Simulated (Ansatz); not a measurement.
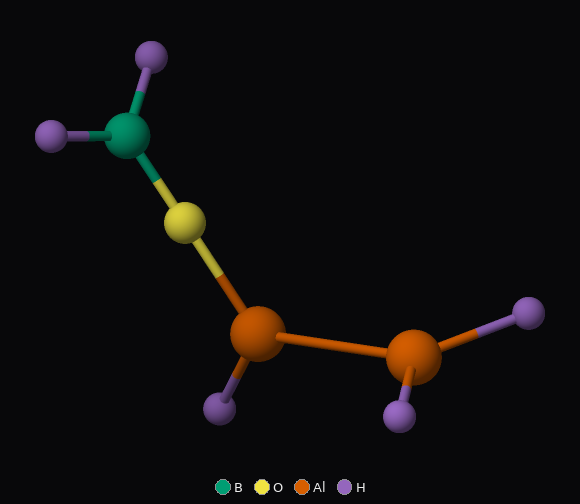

Rendered structure (ball-and-stick style).

Question: Give the formula.

Answer: Al2BH5O, 9 atoms: 2 aluminium, 1 boron, 5 hydrogen and 1 oxygen.

Question: How many sets of symmetry-equivalent atoms are there?

Answer: 7: 1 B, 1 O, 1 Al, 1 Al, 2 H, 1 H, 2 H.

More results for the same structure follow; atom numbers are the same in all pictures, views and colours differ. The geometry was computed by an optimisation with PBE0-D4/def2-TZVP. No frequency run is at hand to confirm it as a minimum.

Dipole moment

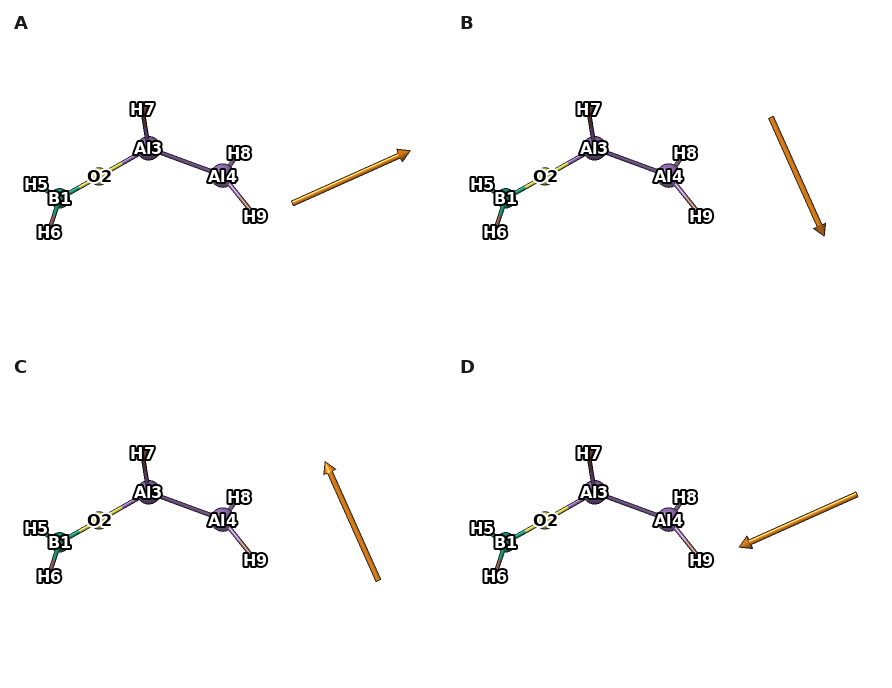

The same molecule four times, each with an arrow. No frequency run is at hand to confirm it as a minimum. Properties computed with RKS PBE0-D4/def2-TZVP (Ansatz 0.2.0).

Question: Which arrow points along the dipole moment, from the negative to the positive end?

Answer: A. The dipole moment is 1.23 D; it points from the side of H5, H6 to the side of H8, H9 (the outermost atoms at the two ends).

Electronic properties

No frequency run is at hand to confirm it as a minimum. Level of theory: RKS PBE0-D4/def2-TZVPP (Ansatz 0.2.0).

Question: Give the LUMO energy (Kohn–Sham orbital) at this level.

Answer: −2.31 eV.

Question: What is the HOMO energy (Kohn–Sham orbital)?

Answer: −7.13 eV.

Question: Estimate the dispersion correction.

Answer: −11.9 kJ/mol.

Charges

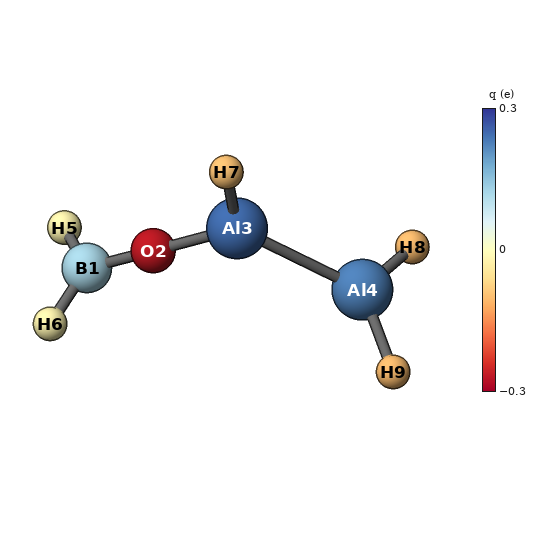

Atoms are coloured by their Mulliken charges. No frequency run is at hand to confirm it as a minimum. Method: RKS PBE0-D4/def2-TZVP (Ansatz 0.2.0).

List the Mulliken charges.

```json
{"atom": "B1", "value (e)": "0.12"}
{"atom": "O2", "value (e)": "−0.26"}
{"atom": "Al3", "value (e)": "0.25"}
{"atom": "Al4", "value (e)": "0.22"}
{"atom": "H5", "value (e)": "−0.02"}
{"atom": "H6", "value (e)": "−0.02"}
{"atom": "H7", "value (e)": "−0.09"}
{"atom": "H8", "value (e)": "−0.10"}
{"atom": "H9", "value (e)": "−0.10"}
```

Mulliken values depend strongly on the basis set and can even reverse the polarity of a bond.
